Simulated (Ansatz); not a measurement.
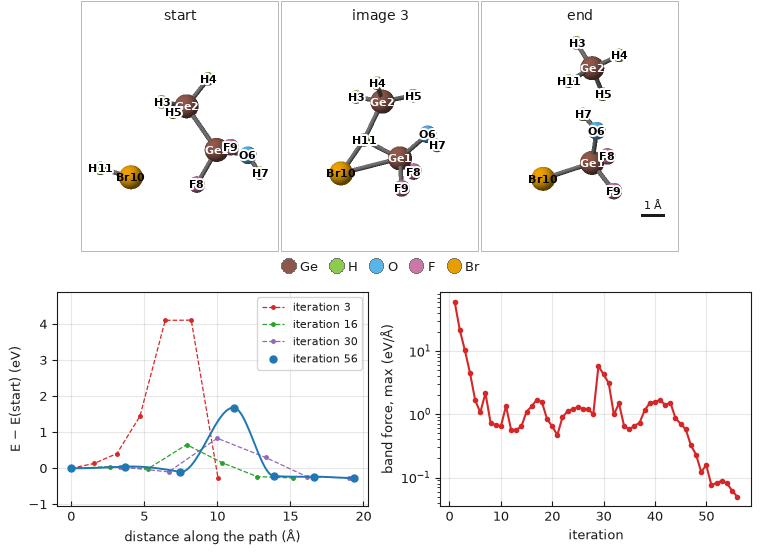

NEB run on Ge₂H₅OBrF₂, made up at the start of Ge2H4OF2 and HBr. Images are numbered from 0 (start) to 6 (end). The plot follows the band through its iterations. Style: ball-and-stick. Shown face on.

Level of theory: RKS PBE/def2-SVP in Ansatz 0.2.0. Set-up: 5 movable images; climbing image; force threshold 0.05 eV/Å; iteration limit 60; starting path through a guess of the saddle point.

Question: Judge this run.

Answer: The run is converged, with reservations. The band converged in 56 iterations. The largest component of the band force went from 61 to 0.05 eV/Å. The climbing image converged on the top of the path. Its vibrational analysis gives one imaginary mode (815i cm⁻¹), as a transition state must have. The first iteration put the highest image at 29.92 eV. Relative to the start the highest point is image 3 at +1.68 eV and the end lies at −0.27 eV, but the profile dips to −0.10 eV at image 2 on the way, so the process runs in steps.

Limits of the set-up: the start holds two separate molecules, 3.0 Å apart at their closest, whose relative position is a soft coordinate and is computed without a dispersion correction.

The run took 10 min on 4 threads of Arm Neoverse V2, on a shared host, peak memory 0.29 GiB.
